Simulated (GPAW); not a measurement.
**GaHBr (SMILES [GaH][Br]), run twice**

Aim: energy and one-electron properties of GaHBr at UPBE/real-space grid (scalar-relativistic datasets).

The results are computed with GPAW 26.7.0.

3 further runs of the same task are left out: 1 that didn't finish, 2 set aside as unsound or not needed.

## Step 1: The molecule

The species is GaHBr (3 atoms), meant as a doublet with charge 0. SMILES: `[GaH][Br]`. Geometry: a GFN2-xTB relaxation, a rough one for these elements and not checked as a minimum.

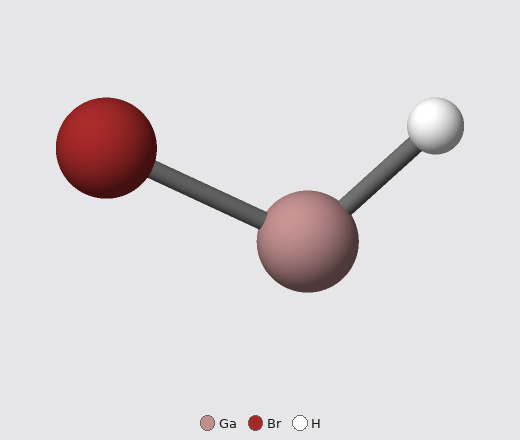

Viewed from a chosen angle; gallium pink, bromine red, hydrogen white.

## Step 2: First attempt

calc.py reads:

```python
import numpy as np
from ase import Atoms
from ase.units import Bohr, Debye
from gpaw import GPAW

positions_bohr = np.array(
              [[ -0.933090,   1.130812,  -0.425132],
               [  2.991002,   0.880329,   1.745653],
               [ -2.057893,  -2.011160,  -1.320522]])
mol = Atoms('GaBrH', positions=positions_bohr * Bohr)
mol.center(vacuum=4.5)
mol.set_initial_magnetic_moments([0.5, 0.5, 0.0])

calc = GPAW(mode='fd',
            xc='PBE',
            maxiter=83,
            occupations={'name': 'fermi-dirac', 'width': 0.02, 'fixmagmom': True},
            symmetry='off',
            h=0.2,
            multiplicity=2,
            txt='-')
mol.calc = calc

energy = mol.get_potential_energy()
print(f'Energy: {energy:.5f} eV')
forces = mol.get_forces()
print('Forces (eV/Ang)')
for symbol, f in zip(mol.symbols, forces):
    print(f'{symbol:2} {f[0]:9.4f} {f[1]:9.4f} {f[2]:9.4f}')
dipole = mol.get_dipole_moment() / Debye
print(f'Dipole = {np.linalg.norm(dipole):.3f} D')
```

Run with:

```console
OMP_NUM_THREADS=1 python calc.py
```

Standard output:

```text
TypeError: GPAW() got an unexpected keyword argument 'multiplicity'
```

Run time: 0.52 s. Hardware: 1 thread of Intel Xeon 6975P-C (Granite Rapids), shared host; peak memory 0.094 GiB.

## Step 3: What went wrong

The program refused the input.

The log says `TypeError: GPAW() got an unexpected keyword argument 'multiplicity'`. What is wrong: wrong keyword.

## Step 4: Try two

brgah_sp.py reads:

```python
import numpy as np
from ase import Atoms
from ase.units import Bohr, Debye
from gpaw import GPAW

# Set up the molecule
positions_bohr = np.array(
              [[ -0.933090,   1.130812,  -0.425132],
               [  2.991002,   0.880329,   1.745653],
               [ -2.057893,  -2.011160,  -1.320522]])
system = Atoms(["Ga", "Br", "H"], positions=positions_bohr * Bohr)
system.center(vacuum=4.5)
system.set_initial_magnetic_moments([0.5, 0.5, 0.0])

# Calculator
calculator = GPAW(mode="fd",
                  occupations={"name": "fermi-dirac", "width": 0.02, "fixmagmom": True},
                  symmetry="off",
                  h=0.2,
                  xc="PBE",
                  maxiter=100,
                  txt="-")
system.calc = calculator

energy = system.get_potential_energy()
print(f"Energy = {energy:.5f} eV")
forces = system.get_forces()
print("Forces (eV/Ang)")
for symbol, f in zip(system.symbols, forces):
    print(f'{symbol:2} {f[0]:9.4f} {f[1]:9.4f} {f[2]:9.4f}')
dipole = system.get_dipole_moment() / Debye
print(f"Dipole = {np.linalg.norm(dipole):.3f} D")
```

Run with:

```console
python brgah_sp.py
```

Standard output:

```text
[...]
Number of symmetries: 1
[...]
  Number of IBZ points: 1
[...]
Spin-components: 2 (collinear spins)
Bands:           9
[...]
  Valence electrons: 11.0
[...]
  Grid points: [60 52 52]
  Charge: 0.0  # |e|
[...]
    cutoffs:
[...]
occupation numbers:
  Fixed magnetic moment: 1.000
[...]
xc functional:
  name: PBE with 2 nearest neighbor stencil
[...]
|iter     |     time |      energy | eigst |  dens |  magmom |
[...]
|iter:   1| 00:00:02 |   -7.208487 | +0.34 |       |  +0.9783|
[...]
|iter:  14| 00:00:19 |   -6.929532c| -7.66c| -5.49c|  +1.0000|
Converged in 14 steps
[...]
Energy contributions relative to reference atoms: (reference = -123799.409420)
Energy contributions:
  Kinetic:           7.892295
  Coulomb:          -8.577443
  Zero:              0.014356
  External:          0.000000
  Xc:               -6.258741
  Entropy:          -0.000000
  Spinorbit:         0.000000
  ----------------------------
  Free energy:      -6.929532
  Extrapolated:     -6.929532
dipole moment: (-0.376536, 0.123785, -0.200978)  # |e|*Ang
Total magnetic moment: (0.000000, 0.000000, 1.000000)
Local magnetic moments
|        x |        y |        z |
|----------|----------|----------|
| 0.000000 | 0.000000 | 0.200974 |  # Ga   0
| 0.000000 | 0.000000 | 0.091482 |  # Br   1
| 0.000000 | 0.000000 | 0.104661 |  # H    2
Fermi levels: -3.802, -5.713
Eigenvalues  # (at kpt = [0.000, 0.000, 0.000])
| band index |      eig [eV] | occ [0-1] |      eig [eV] | occ [0-1] |
|------------|---------------|-----------|---------------|-----------|
|          0 |       -19.497 |     1.000 |       -19.383 |     1.000 |
|          1 |       -11.016 |     1.000 |       -10.613 |     1.000 |
|          2 |        -8.196 |     1.000 |        -7.659 |     1.000 |
|          3 |        -7.246 |     1.000 |        -7.197 |     1.000 |
|          4 |        -7.183 |     1.000 |        -7.048 |     1.000 |
|          5 |        -5.665 |     1.000 |        -4.549 |     0.000 |
|          6 |        -2.833 |     0.000 |        -2.477 |     0.000 |
|          7 |        -1.039 |     0.000 |        -0.720 |     0.000 |
|          8 |        -0.377 |     0.000 |        -0.003 |     0.000 |
Gap: 1.717 eV
Transition (v -> c):
[...]
Force computation time: 0.070  # s
Forces (eV/Ang)
Ga   -0.2062   -1.0694   -0.2063
Br   -0.0873    0.0549   -0.0433
H     0.2945    0.9950    0.2513
Dipole = 2.135 D
```

Wall time 19 s (1 thread of Intel Xeon 6975P-C (Granite Rapids), shared host); peak memory 0.56 GiB.

## Step 5: Outcome

At UPBE/real-space grid (scalar-relativistic datasets):

```
                                              quantity       value
energy as printed (from the program's reference atoms)  -6.9295 eV
                                         dipole moment      2.13 D
                    HOMO energy (highest over α and β)    -5.67 eV
                     LUMO energy (lowest over α and β)    -4.55 eV
```
